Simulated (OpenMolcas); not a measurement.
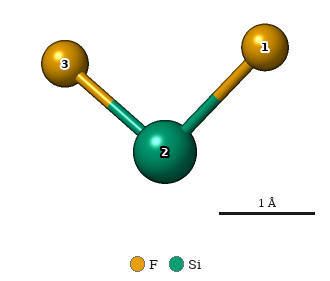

The input geometry (ball-and-stick view, seen at a tilt; atoms are numbered from 1 in the order of the input). Bond lengths as drawn: F–Si 1.60 Å.

SiF2: single-point calculation

System: SiF2, SMILES F[Si]F.
Method: B2PLYP/STO-3G, RKS (OpenMolcas 26.06).

The geometry comes from this level: PBE0-D4/def2-TZVP.

What the program printed:
```
--- Start Module: gateway ---

                                              &GATEWAY

                       available to each process: 1.9 GB of memory, 1 thread

 Basis Set     1 Label: F.STO-3G
 Basis set is read from library:.
 basistype.tbl is not found

 Basis Set     2 Label: SI.STO-3G
 Basis set is read from library:.
 basistype.tbl is not found

 Basis Set     3 Label: F.STO-3G
 Basis set is read from library:.
 basistype.tbl is not found

++    Symmetry information:
      ---------------------

                    Character Table for C1

                             E
                    a        1  x, y, xy, Rz, z, xz, Ry, yz, Rx, I
--

++    Basis set information:
      ----------------------

      Basis set label: F.STO-3G.........

      Electronic valence basis set:
      ------------------
      Associated Effective Charge   9.000000 au
      Associated Actual Charge      9.000000 au
      Nuclear Model: Point charge

      Shell  nPrim  nBasis  Cartesian Spherical Contaminant
         s       6       2        X
         p       3       1        X

      Basis set label: SI.STO-3G.........

      Electronic valence basis set:
      ------------------
      Associated Effective Charge  14.000000 au
      Associated Actual Charge     14.000000 au
      Nuclear Model: Point charge

      Shell  nPrim  nBasis  Cartesian Spherical Contaminant
         s       9       3        X
         p       6       2        X

      Basis set label: F.STO-3G.........

      Electronic valence basis set:
      ------------------
      Associated Effective Charge   9.000000 au
      Associated Actual Charge      9.000000 au
      Nuclear Model: Point charge

      Shell  nPrim  nBasis  Cartesian Spherical Contaminant
         s       6       2        X
         p       3       1        X
--

++    Molecular structure info:
      -------------------------

                    ************************************************
                    **** Cartesian Coordinates / bohr, angstrom ****
                    ************************************************

     Center  Label                x              y              z                     x              y              z
        1      F1               0.314261       2.356111       0.433503              0.166300       1.246800       0.229400
        2      SI2             -1.124198      -0.087683      -0.623799             -0.594900      -0.046400      -0.330100
        3      F3               0.809937      -2.268427       0.190295              0.428600      -1.200400       0.100700

                    ***************************************
                    *    InterNuclear Distances / bohr    *
                    ***************************************

               1 F1            2 SI2           3 F3
    1 F1       0.000000
    2 SI2      3.026414        0.000000
    3 F3       4.657381        3.026429        0.000000

                    *******************************************
                    *    InterNuclear Distances / angstrom    *
                    *******************************************

               1 F1            2 SI2           3 F3
    1 F1       0.000000
    2 SI2      1.601509        0.000000
    3 F3       2.464580        1.601517        0.000000
--

            Nuclear Potential Energy            100.65841358 au

--- Stop Module: gateway /rc=_RC_ALL_IS_WELL_ ---

--- Start Module: seward ---

                                              &SEWARD

                       available to each process: 1.9 GB of memory, 1 thread

               SEWARD will generate:
                  Multipole Moment integrals up to order  2
                  Kinetic Energy integrals
                  Nuclear Attraction integrals (point charge)
                  One-Electron Hamiltonian integrals
                  Velocity integrals
                  Orbital angular momentum around ( -0.1530  -0.0119  -0.0849 )
                  Velocity quadrupole around ( -0.1530  -0.0119  -0.0849 )
                  Two-Electron Repulsion integrals

                   Integrals are discarded if absolute value <: 1.00E-14
                   Integral cutoff threshold is set to       <: 1.00E-16

            Nuclear Potential Energy            100.65841358 au

      Basis set specifications :
      Symmetry species         a
      Basis functions           19

--- Stop Module: seward /rc=_RC_ALL_IS_WELL_ ---

--- Start Module: scf ---

                                                &SCF

                       available to each process: 1.9 GB of memory, 1 thread

 ###############################################################################
 ###     Minimized-density-differences option turned off!                    ###
 ###############################################################################
++    Input section:
      --------------

      Header of the integral files:

      Cartesian coordinates in angstrom:
      -----------------------------------------------------
      No.  Label        X            Y            Z
      -----------------------------------------------------
       1   F1         0.16630000   1.24680000   0.22940000
       2   SI2       -0.59490000  -0.04640000  -0.33010000
       3   F3         0.42860000  -1.20040000   0.10070000
      -----------------------------------------------------
      Nuclear repulsion energy =  100.65841358
--

++    Orbital specifications:
      -----------------------

      Symmetry species               1
                                     a
      Frozen orbitals                0
      Occupied orbitals             16
      Secondary orbitals             3
      Deleted orbitals               0
      Total number of orbitals      19
      Number of basis functions     19
--

      Molecular charge                           0.000

      Numerical integration parameters
      --------------------------------
      Radial quadrature type:                         MHL
      Size of radial grid:                            99
      Lebedev angular grid:                           41
      Angular grid pruned with the crowding factor:  1.00E+10
                                 and fading factor:  1.00E+01
      Screening threshold for integral computation:   1.00E-11
      Radial quadrature accuracy:                     1.00E-25
      Maximum batch size:                             128
      AO values are stored on disk
      The same grid will be used for all iterations.

      DFT functional specifications
      -----------------------------
      Using Libxc version: 6.2.2
      Please cite the following reference:
      S. Lehtola, C. Steigemann, M. J.T. Oliveira, and M. A.L. Marques.,  SoftwareX 7, 1–5 (2018) doi:10.1016/j.softx.2017.11.002

      * Becke 88
        - A. D. Becke.,  Phys. Rev. A 38, 3098 (1988) doi:10.1103/PhysRevA.38.3098
      * Lee, Yang & Parr
        - C. Lee, W. Yang, and R. G. Parr.,  Phys. Rev. B 37, 785 (1988) doi:10.1103/PhysRevB.37.785
        - B. Miehlich, A. Savin, H. Stoll, and H. Preuss.,  Chem. Phys. Lett. 157, 200 (1989) doi:10.1016/0009-2614(89)87234-3

++    Optimization specifications:
      ----------------------------

      SCF Algorithm: Conventional
      D(i)-D(i-1) density differences are used
      Number of density matrices in core                 5
      Maximum number of NDDO SCF iterations            400
      Maximum number of HF SCF iterations              400
      Threshold for SCF energy change             1.00E-10
      Threshold for density matrix                1.00E-07
      Threshold for Fock matrix                   1.00E-07
      Threshold for linear dependence             1.00E-09
      Threshold at which DIIS is turned on        1.50E-01
      Maximum depth in the DIIS procedure                5
      Maximum depth in the BFGS Hessian update          30
      Threshold at which QNR/C2DIIS is turned on  7.50E-02
      Threshold for Norm(delta) (QNR/C2DIIS)      1.00E-05
      All orbitals punched on: SCFORB
--

      Input vectors read from INPORB
      Orbital file label: *Guess orbitals

++ Convergence information
                                   B2PLYP_SCF iterations: Energy and convergence statistics

Iter     Tot. B2PLYP_SCF One-elec.       Two-elec.     Energy      Max Dij or  Max Fij      DNorm      TNorm      AccCon     Time
         Energy          Energy          Energy        Change      Delta Norm                                                in Sec.
   1  -482.167820327  -900.549357933   317.723124025   0.00E+00    9.29E-01*   1.96E-01*    8.80E+00   8.96E+01   None         0.
   2  -482.272113277  -895.842897747   312.912370888  -1.04E-01*   1.96E-01*   1.64E-01*    3.46E+00   8.94E+01   EDIIS        0.
   3  -482.528672220  -898.234218713   315.047132912  -2.57E-01*   1.76E-01*   4.60E-02*    6.53E-01   8.94E+01   EDIIS        0.
   4  -482.534483869  -897.537420062   314.344522613  -5.81E-03*   5.03E-02*   2.71E-02*    6.17E-01   8.94E+01   EDIIS        0.
   5  -482.541562906  -897.903193949   314.703217461  -7.08E-03*   5.68E-03*   4.32E-03*    1.20E-01   8.94E+01   c2DIIS       0.
   6  -482.541861139  -897.845162888   314.644888167  -2.98E-04*   1.37E-03*   4.98E-04*    2.10E-02   8.94E+01   QNRc2DIIS    0.
   7  -482.541864235  -897.844091339   314.643813523  -3.10E-06*   8.90E-04*   2.45E-04*    7.13E-03   8.94E+01   QNRc2DIIS    0.
   8  -482.541864645  -897.845538738   314.645260512  -4.10E-07*   1.60E-04*   9.78E-05*    4.14E-03   8.94E+01   QNRc2DIIS    0.
   9  -482.541864688  -897.844832433   314.644554163  -4.37E-08*   8.87E-06    3.05E-06*    6.78E-04   8.94E+01   QNRc2DIIS    0.
  10  -482.541864689  -897.844844056   314.644565786  -9.31E-11    9.08E-07    1.97E-07*    4.79E-05   8.94E+01   QNRc2DIIS    0.
  11  -482.541864689  -897.844843905   314.644565635  -6.82E-13    4.23E-07    2.40E-07*    4.80E-06   8.94E+01   QNRc2DIIS    0.
  12  -482.541864689  -897.844843884   314.644565615   4.55E-13*   8.69E-08    2.86E-08     2.15E-06   8.94E+01   QNRc2DIIS    0.
  13  -482.541864689  -897.844843839   314.644565569  -2.27E-13    3.30E-09    1.36E-09     4.98E-07   8.94E+01   QNRc2DIIS    0.

       Convergence after  13 Iterations
--

 *****************************************************************************************************************************
 *                                             SCF/KS-DFT Program, Final results                                             *
 *                                                       Final Results                                                       *
 *****************************************************************************************************************************

::    Total KS-DFT energy                            -482.5418646885
      One-electron energy                            -897.8448438389
      Two-electron energy                             314.6445655691
      Nuclear repulsion energy                        100.6584135812
      Kinetic energy (interpolated)                   476.4800182704
      Virial theorem                                    1.0127221419
      Total spin, S(S+1)                                0.0000000000
      Total spin, S                                     0.0000000000
      Max non-diagonal density matrix element           0.0000000049
      Max non-diagonal Fock matrix element              0.0000000004

      All orbitals with orbital energies smaller than  E(LUMO)+0.5 are printed

++    Molecular orbitals:
      -------------------

      Title: RKS-DFT orbitals

      Molecular orbitals for symmetry species 1: a

          Orbital            1         2         3         4         5         6         7         8         9        10
          Energy          -66.4039  -24.9326  -24.9323   -5.4207   -3.6025   -3.6019   -3.5971   -1.2237   -1.1944   -0.4751
          Occ. No.          2.0000    2.0000    2.0000    2.0000    2.0000    2.0000    2.0000    2.0000    2.0000    2.0000

          Orbital           11        12        13        14        15        16        17        18        19
          Energy           -0.3653   -0.3366   -0.3329   -0.2792   -0.2770   -0.1702    0.1623    0.4050    0.4479
          Occ. No.          2.0000    2.0000    2.0000    2.0000    2.0000    2.0000    0.0000    0.0000    0.0000

--

++    Molecular charges:
      ------------------

      Mulliken charges per centre and basis function type
      ---------------------------------------------------

                F1      SI2     F3
      1s       3.9587  5.7538  3.9587
      2px      1.8383  2.7305  1.7750
      2pz      1.7985  2.4918  1.8157
      2py      1.6959  2.4414  1.7419
      Total    9.2913 13.4173  9.2913

      N-E     -0.2913  0.5827 -0.2913

      Total electronic charge=   32.000000

      Total            charge=   -0.000000
--

++    Molecular properties:
      ---------------------

      Charge (e):
                      =   -0.0000
      Dipole Moment (debye):
      Origin of the operator (angstrom)=   -0.0810   -0.0063   -0.0449
                   X= -4.2320E-01               Y= -3.2986E-02               Z= -2.3483E-01           Total=  4.8511E-01
      Quadrupole Moment (debye*angstrom):
      Origin of the operator (angstrom)=   -0.0810   -0.0063   -0.0449
                  XX= -1.9162E+01              XY=  3.0113E-01              XZ= -1.7334E+00              YY= -2.1067E+01
                  YZ= -4.0676E-01              ZZ= -1.6919E+01
      In traceless form (debye*angstrom)
                  XX= -1.6876E-01              XY=  4.5170E-01              XZ= -2.6002E+00              YY= -3.0266E+00
                  YZ= -6.1015E-01              ZZ=  3.1954E+00
--

--- Stop Module: scf /rc=_RC_ALL_IS_WELL_ ---
--- Module scf spent 2 seconds ---

--- Start Module: mbpt2 ---

                                               &MBPT2

                       available to each process: 1.9 GB of memory, 1 thread

 ###############################################################################
 ###    WARNING: MP2 implementation intended for RHF references only         ###
 ###############################################################################
MBPT2 WARNING: Reference function according to RunFile:KS-DFT
I'll assume you know what you're doing and continue

WARNING!
Default frozen orbitals as non valence orbitals is overwritten by user input.
Default values:   4

      Cartesian coordinates in angstrom:
      -----------------------------------------------------
      No.  Label        X            Y            Z
      -----------------------------------------------------
       1   F1         0.16630000   1.24680000   0.22940000
       2   SI2       -0.59490000  -0.04640000  -0.33010000
       3   F3         0.42860000  -1.20040000   0.10070000
      -----------------------------------------------------
      Nuclear repulsion energy =  100.65841358

      Contents of RUNFILE file:
      -------------------------

      Symmetry species                           1
                                                 a
      Number of basis functions                 19
      Frozen occupied orbitals                   7
      Active occupied orbitals                   9
      Active external orbitals                   3
      Deleted external orbitals                  0

      Reference numbers of frozen occupied orbitals according to the original input sequence
      symmetry species 1                        1  2  3  4  5  6  7

      Energies of the active occupied orbitals

      symmetry species 1                    -1.223712     -1.194398     -0.475098     -0.365268     -0.336570
                                            -0.332878     -0.279161     -0.277034     -0.170220

      Energies of the active external orbitals

      symmetry species 1                     0.162284      0.405028      0.447852

      ********************************************************************************************************
      *                                               Results                                                *
      ********************************************************************************************************

 Conventional algorithm used...

       SCF energy                           =     -482.5418646885 a.u.
       Second-order correlation energy      =       -0.1170853684 a.u.

       Total energy                         =     -482.6589500570 a.u.
       Reference weight ( Cref**2 )         =        0.91441

::    Total MBPT2 energy                             -482.6589500570

       Zeroth-order energy (E0)             =     -173.6324062368 a.u.

       Shanks-type energy S1(E)             =     -482.6589944524 a.u.

       Data processing and timing information:

       Section                                              time(sec)
                                                          CPU  Elapsed

      Input data processing                              0.03      0.03
      Transformation of integrals                        0.01      0.00
      MBPT2 calculations (BJAI)                          0.00      0.00
      Total MBPT2 calculations                           0.04      0.03

--- Stop Module: mbpt2 /rc=_RC_ALL_IS_WELL_ ---

.##################.
.# Happy landing! #.
.##################.

    Timing: Wall=2.84 User=2.19 System=0.64
```

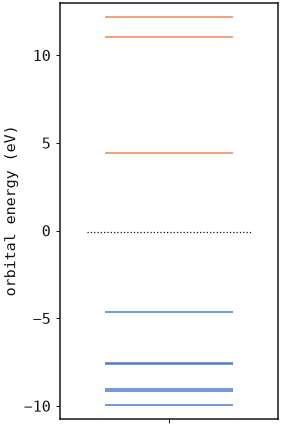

Orbital energies near the frontier; the dotted line parts filled from empty levels, and levels within 0.02 eV of each other stand side by side. Highest filled −4.63 eV, lowest empty 4.42 eV, 9.05 eV apart.

This output came from the following input.

The input:
```
* F2Si Kohn-Sham DFT

&GATEWAY
 BasLib = $CurrDir
 Coord = coord.xyz
 Basis = STO-3G
 Group = NoSym

&SEWARD
 GridInput
 Grid=UltraFine
 End of Grid

&SCF
 KSDFT = B2PLYP_SCF
 Thresholds = 1e-10 1e-07 1e-07 1e-05
 PrOrbitals = 1 1

&MBPT2
 Frozen = 7
```

File coord.xyz:
```
3

F      0.166300     1.246800     0.229400
Si    -0.594900    -0.046400    -0.330100
F      0.428600    -1.200400     0.100700
```

Command:
```bash
export MOLCAS_MEM=1860
pymolcas job.input > job.log
```

Summary:

| quantity | value |
| --- | --- |
| outcome | converged |
| total energy | −482.573478 hartree |
| SCF energy | −482.541865 hartree |
| correlation energy | −0.117085 hartree |
| basis functions | 19 |
| HOMO | −4.63 eV |
| LUMO | 4.42 eV |
| dipole moment | 0.49 debye |
| hardware | 1 thread of Arm Neoverse V2, 24 GiB of memory available, shared host |
| wall time | 3.3 s |
| peak memory | 0.37 GiB |

Remarks:

The record of the run, not the program, notes: the program prints the second-order term unscaled; the energy takes 0.27 of it.
